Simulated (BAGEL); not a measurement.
# SiH2Cl2 (dichlorosilane (DCS)) at 4 levels

We compute a comparison of 4 runs (B3LYP/6-31G*, B3LYP/6-311+G**, PBE0/6-311+G**, RI-MP2/6-311+G**) of SiH2Cl2 (dichlorosilane (DCS)). 

The results are computed with BAGEL 1.2.2.

3 further runs of the same task are left out: 2 that didn't finish, 1 set aside as unsound or not needed. Runs told in other sessions of the task aren't counted.

## (1) The molecule

The species is SiH2Cl2 (5 atoms), meant as a singlet with charge 0. As SMILES, `Cl[SiH2]Cl`. The shape is that of a PBE0-D4/def2-TZVP optimisation.

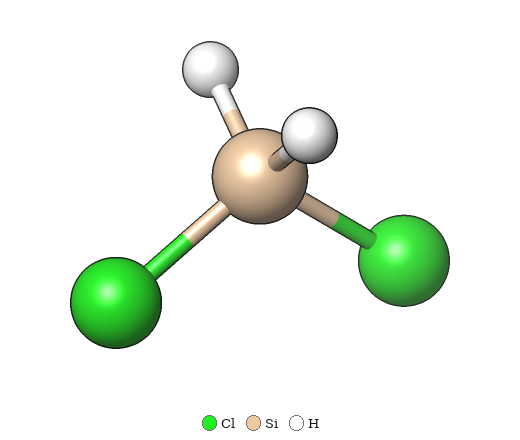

Viewed from a chosen angle; chlorine green, silicon light orange, hydrogen white.

## (2) The energy at B3LYP/6-31G(d) (density fitting with qzvpp-jkfit, spherical functions) (run 1)

job.json reads:

```json
{ "bagel": [

{
  "title": "molecule",
  "basis": "6-31gs.json",
  "df_basis": "qzvpp-jkfit",
  "angstrom": true,
  "geometry": [
    { "atom": "Cl", "xyz": [      -1.036100,      -0.393400,       1.609300 ] },
    { "atom": "Si", "xyz": [       0.136800,      -0.071700,      -0.028900 ] },
    { "atom": "Cl", "xyz": [      -0.799200,       1.196800,      -1.324000 ] },
    { "atom": "H", "xyz": [       0.352000,      -1.362200,      -0.711200 ] },
    { "atom": "H", "xyz": [       1.396500,       0.556600,       0.413400 ] }
  ]
},

{ "title": "ks", "xc_func": "b3lyp" },

{ "title": "print", "file": "orbitals.molden", "orbitals": true }

]}
```

The basis set 6-31G* is read from a file made from the Basis Set Exchange's data (not shown).

The run is started by

```console
BAGEL_NUM_THREADS=1 BAGEL job.json > job.out
```

Log:

```text
* using 1 threads per process

  ===============================================================
  ===============================================================

  *** Geometry ***

  { "atom" : "Cl", "xyz" : [     -1.957945,     -0.743418,      3.041136 ] },
  { "atom" : "Si", "xyz" : [      0.258515,     -0.135493,     -0.054613 ] },
  { "atom" : "Cl", "xyz" : [     -1.510269,      2.261624,     -2.501997 ] },
  { "atom" : "H", "xyz" : [      0.665184,     -2.574185,     -1.343973 ] },
  { "atom" : "H", "xyz" : [      2.639003,      1.051822,      0.781213 ] },

  Number of auxiliary basis functions:      420

  Since a DF basis is specified, we compute 2- and 3-index integrals:
    o Being stored without compression. Storage requirement is 0.011 GB

  Number of basis functions:       58
  Number of electrons      :       50

    * METHOD: MOLECULE                             0.16

  *** Kohn-Sham DFT ***

    * Removing 7948 points whose weight is below 1.00e-10
    * Grid points: 66582

  === Nuclear Repulsion ===
   191.9634209879

       - DIIS with orbital gradients will be used.

  === KS iteration (b3lyp / 6-31gs.json) ===
      0      -1196.22129660          0.13965695           0.21
      1      -1193.27831856          0.10076620           0.18
      2      -1201.15334115          0.09379412           0.17
      3      -1210.45523751          0.03962102           0.17
      4      -1211.02555978          0.01589281           0.17
      5      -1211.14982409          0.00827686           0.17
      6      -1211.16411135          0.00368575           0.17
      7      -1211.17158340          0.00034030           0.17
      8      -1211.17161803          0.00014521           0.17
      9      -1211.17162843          0.00001686           0.17
     10      -1211.17162857          0.00000826           0.17
     11      -1211.17162862          0.00000177           0.17
     12      -1211.17162862          0.00000037           0.17
     13      -1211.17162862          0.00000016           0.17
     14      -1211.17162862          0.00000004           0.17
     15      -1211.17162862          0.00000001           0.17
     16      -1211.17162862          0.00000000           0.17
    * SCF iteration converged.

    * Permanent dipole moment:
           (   -0.554992,     0.249090,     0.090372) a.u.

    * METHOD: KS                                   3.21

    * METHOD: PRINT                                0.01

  ===============================================================
```

It took 3.6 s on 1 thread of Arm Neoverse V1, shared host; peak memory 0.23 GiB.

## (3) A single-point energy at B3LYP/6-311+G(d,p) (density fitting with qzvpp-jkfit) (run 2)

dft.json reads:

```json
{ "bagel": [

{
  "title": "molecule",
  "basis": "6-311+gss.json",
  "df_basis": "qzvpp-jkfit",
  "angstrom": "true",
  "geometry": [
    { "atom": "Cl", "xyz": [      -1.036100,      -0.393400,       1.609300 ] },
    { "atom": "Si", "xyz": [       0.136800,      -0.071700,      -0.028900 ] },
    { "atom": "Cl", "xyz": [      -0.799200,       1.196800,      -1.324000 ] },
    { "atom": "H", "xyz": [       0.352000,      -1.362200,      -0.711200 ] },
    { "atom": "H", "xyz": [       1.396500,       0.556600,       0.413400 ] }
  ]
},

{
  "title": "ks",
  "xc_func": "b3lyp"
},

{
  "title": "print",
  "file": "orbitals.molden",
  "orbitals": "true"
}

]}
```

The basis set 6-311+G** is read from a file made from the Basis Set Exchange's data (not shown).

The run is started by

```console
BAGEL_NUM_THREADS=1 BAGEL dft.json > dft.out
```

Log:

```text
* using 1 threads per process

  ===============================================================
  ===============================================================

  *** Geometry ***

  { "atom" : "Cl", "xyz" : [     -1.957945,     -0.743418,      3.041136 ] },
  { "atom" : "Si", "xyz" : [      0.258515,     -0.135493,     -0.054613 ] },
  { "atom" : "Cl", "xyz" : [     -1.510269,      2.261624,     -2.501997 ] },
  { "atom" : "H", "xyz" : [      0.665184,     -2.574185,     -1.343973 ] },
  { "atom" : "H", "xyz" : [      2.639003,      1.051822,      0.781213 ] },

  Number of auxiliary basis functions:      420

  Since a DF basis is specified, we compute 2- and 3-index integrals:
    o Being stored without compression. Storage requirement is 0.035 GB

  Number of basis functions:      102
  Number of electrons      :       50

    * METHOD: MOLECULE                             0.19

  *** Kohn-Sham DFT ***

    * Removing 7948 points whose weight is below 1.00e-10
    * Grid points: 66582

  === Nuclear Repulsion ===
   191.9634209879

       - DIIS with orbital gradients will be used.

  === KS iteration (b3lyp / 6-311+gss.json) ===
      0      -1132.26928874          0.33336486           0.35
      1      -1146.06774846          0.44569492           0.34
      2      -1192.70406931          0.17012769           0.34
      3      -1203.63403350          0.11233794           0.33
      4      -1209.81658489          0.05246409           0.34
      5      -1211.11711587          0.01664697           0.34
      6      -1211.24581367          0.00615471           0.34
      7      -1211.26256573          0.00192932           0.36
      8      -1211.26467347          0.00022222           0.35
      9      -1211.26469810          0.00002563           0.36
     10      -1211.26469842          0.00000773           0.34
     11      -1211.26469845          0.00000064           0.35
     12      -1211.26469845          0.00000013           0.36
     13      -1211.26469845          0.00000005           0.35
     14      -1211.26469845          0.00000002           0.34
     15      -1211.26469845          0.00000000           0.34
    * SCF iteration converged.

    * Permanent dipole moment:
           (   -0.555848,     0.249469,     0.090514) a.u.

    * METHOD: KS                                   5.84

    * METHOD: PRINT                                0.03

  ===============================================================
```

It took 6.3 s on 1 thread of Arm Neoverse V1, shared host; peak memory 0.34 GiB.

Run 3 isn't shown in full; the table further down has it.

## (4) The energy at RI-MP2/6-311+G(d,p) (density fitting with qzvpp-jkfit) (run 4)

mp2.json reads:

```json
{ "bagel" : [

{
  "title" : "molecule",
  "basis" : "6-311+gss.json",
  "df_basis" : "qzvpp-jkfit",
  "angstrom" : "true",
  "geometry" : [
    { "atom" : "Cl", "xyz" : [      -1.036100,      -0.393400,       1.609300 ] },
    { "atom" : "Si", "xyz" : [       0.136800,      -0.071700,      -0.028900 ] },
    { "atom" : "Cl", "xyz" : [      -0.799200,       1.196800,      -1.324000 ] },
    { "atom" : "H", "xyz" : [       0.352000,      -1.362200,      -0.711200 ] },
    { "atom" : "H", "xyz" : [       1.396500,       0.556600,       0.413400 ] }
  ]
},

{
  "title" : "hf"
},

{
  "title" : "mp2",
  "ncore" : 15
}

]}
```

The basis set 6-311+G** is read from a file made from the Basis Set Exchange's data (not shown).

The run is started by

```console
BAGEL_NUM_THREADS=1 BAGEL mp2.json > mp2.out
```

Log:

```text
* using 1 threads per process

  ===============================================================
  ===============================================================

  *** Geometry ***

  { "atom" : "Cl", "xyz" : [     -1.957945,     -0.743418,      3.041136 ] },
  { "atom" : "Si", "xyz" : [      0.258515,     -0.135493,     -0.054613 ] },
  { "atom" : "Cl", "xyz" : [     -1.510269,      2.261624,     -2.501997 ] },
  { "atom" : "H", "xyz" : [      0.665184,     -2.574185,     -1.343973 ] },
  { "atom" : "H", "xyz" : [      2.639003,      1.051822,      0.781213 ] },

  Number of auxiliary basis functions:      420

  Since a DF basis is specified, we compute 2- and 3-index integrals:
    o Being stored without compression. Storage requirement is 0.035 GB

  Number of basis functions:      102
  Number of electrons      :       50

    * METHOD: MOLECULE                             0.18

  *** RHF ***

  === Nuclear Repulsion ===
   191.9634209879

      * DIIS with orbital gradients will be used.

  === RHF iteration (6-311+gss.json) ===
      0      -1209.13930979          0.01042291           0.09
      1      -1209.20636051          0.00425261           0.09
      2      -1209.21548681          0.00087075           0.09
      3      -1209.21619326          0.00017333           0.09
      4      -1209.21621782          0.00004945           0.09
      5      -1209.21622152          0.00001139           0.09
      6      -1209.21622170          0.00000192           0.09
      7      -1209.21622171          0.00000041           0.09
      8      -1209.21622171          0.00000010           0.09
      9      -1209.21622171          0.00000002           0.09
     10      -1209.21622171          0.00000001           0.09
    * SCF iteration converged.

    * Permanent dipole moment:
           (   -0.641951,     0.288131,     0.104515) a.u.

    * METHOD: HF                                   1.14

  *** RHF ***

  === Nuclear Repulsion ===
   191.9634209879

      * DIIS with orbital gradients will be used.

  === RHF iteration (6-311+gss.json) ===
      0      -1209.21622171          0.00000000           0.08
    * SCF iteration converged.

    * Permanent dipole moment:
           (   -0.641951,     0.288131,     0.104515) a.u.

  === DF-MP2 calculation ===

    * freezing 15 orbitals
    * 3-index integral transformation done
    * assembly done

      MP2 correlation energy:   -0.3692832064      0.04

      MP2 total energy:       -1209.5855049163

    * METHOD: MP2                                  0.22

  ===============================================================
```

Wall time 1.7 s (1 thread of Arm Neoverse V1, shared host).

## (5) All runs side by side

| run | level | frozen core orbitals | energy (Eh) | dipole moment (D) | HOMO energy (eV) | LUMO energy (eV) | wall time |
| --- | --- | --- | --- | --- | --- | --- | --- |
| 1 | B3LYP/6-31G* (density fitting with qzvpp-jkfit, spherical functions) | – | -1211.171629 | 1.56 | -8.86 | -0.14 | 3.6 s |
| 2 | B3LYP/6-311+G** (density fitting with qzvpp-jkfit) | – | -1211.264698 | 1.57 | -8.97 | -0.59 | 6.3 s |
| 3 | PBE0/6-311+G** (density fitting with qzvpp-jkfit) | – | -1210.785301 | 1.59 | -9.20 | -0.37 | 6 s |
| 4 | RI-MP2/6-311+G** (density fitting with qzvpp-jkfit) | 15 | -1209.585505 | – | – | – | 1.7 s |

## (6) Outcome

```
                                           quantity           value
                                run 4: total energy  -1209.58550 Eh
run 4: correlation energy (15 core orbitals frozen)      -369.3 mEh
```

In words: Over runs 1, 2, 3 the dipole moment (its size) runs from 1.56 D (B3LYP/6-31G*) to 1.59 D (PBE0/6-311+G**). The two ends differ in method and basis. Over runs 1, 2, 3 the HOMO–LUMO gap runs from 8.38 eV (B3LYP/6-311+G**) to 8.83 eV (PBE0/6-311+G**). Totals of different functionals can't be ranked against each other. All runs together took 18 s, the longest 6.3 s.
